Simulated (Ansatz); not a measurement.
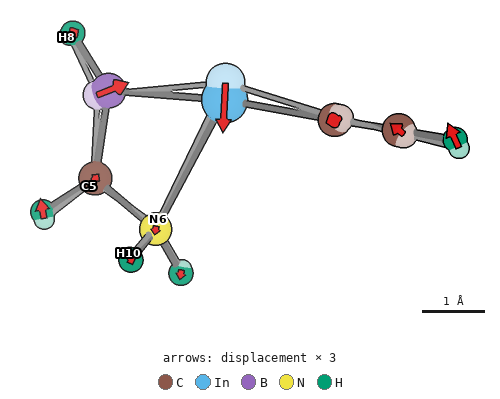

This is a relaxation of C$_{3}$H$_{5}$BInN. The starting structure is drawn faded, the final one solid; red arrows show the displacements, magnified 3 times. The two geometries are superimposed by the best rigid fit.

A ball-and-stick model, seen at a tilt.

The run prepares an end point of a later path (hydrogen shift) calculation, from a guessed geometry.

All numbers below come from RKS PBE0-D4/def2-SVP (Ansatz).

The input:
```yaml
crystal:
  periodic: [false, false, false]
  atoms:
    - { symbol: C, position_ang: [0.62117, 1.36851, -3.49871] }
    - { symbol: C, position_ang: [0.09398, 1.14304, -2.43335] }
    - { symbol: In, position_ang: [-1.0287, 0.67485, -0.53021] }
    - { symbol: B, position_ang: [-1.53426, -0.23272, 1.67011] }
    - { symbol: C, position_ang: [-0.24291, -0.77492, 1.84392] }
    - { symbol: "N", position_ang: [0.79257, -0.63359, 0.82003] }
    - { symbol: H, position_ang: [1.09447, 1.56565, -4.42538] }
    - { symbol: H, position_ang: [-2.60199, -0.05959, 2.08284] }
    - { symbol: H, position_ang: [0.07784, -1.32691, 2.72973] }
    - { symbol: H, position_ang: [1.61066, -0.16935, 1.21545] }
    - { symbol: H, position_ang: [1.11718, -1.55496, 0.52556] }
basis:
  gaussian: { orbitals: def2-SVP }
hamiltonian:
  xc: pbe0
  dispersion: d4
relax:
  f_tol: 0.02
  max_steps: 50
output:
  orbitals: {}
```

Command:
```bash
ansatz run input.yaml --threads 2 --pin off --max-ram 3072MiB --backend cpu --events-out ev --progress --plain --runs-dir out
```

Describe the change and its energy.

Answer. The energy falls by 0.390 eV in 5 accepted moves (6 points after the start). Largest force component: 2.1 eV/Å at the start, 0.018 eV/Å at the end. The line search rejected the trial step at point 2 of the run. The largest move after the best rigid fit is that of In3, 0.28 Å. By element the largest moves are In 0.28 Å, B 0.21 Å, H 0.16 Å, C 0.13 Å, N 0.05 Å. Some distances before and after: In3–B4 2.433 → 2.206 Å, In3–N6 2.618 → 2.414 Å, C2–In3 2.259 → 2.117 Å, B4–H8 1.158 → 1.201 Å. Bond angles that change, for instance: In3–B4–H8 117.3° → 132.1°, C2–In3–B4 160.5° → 175.0°, C5–B4–H8 149.0° → 136.3°. Cost: 32 s on 2 threads of AMD EPYC 7B13 (Zen 3) (shared host), peak memory 0.33 GiB.
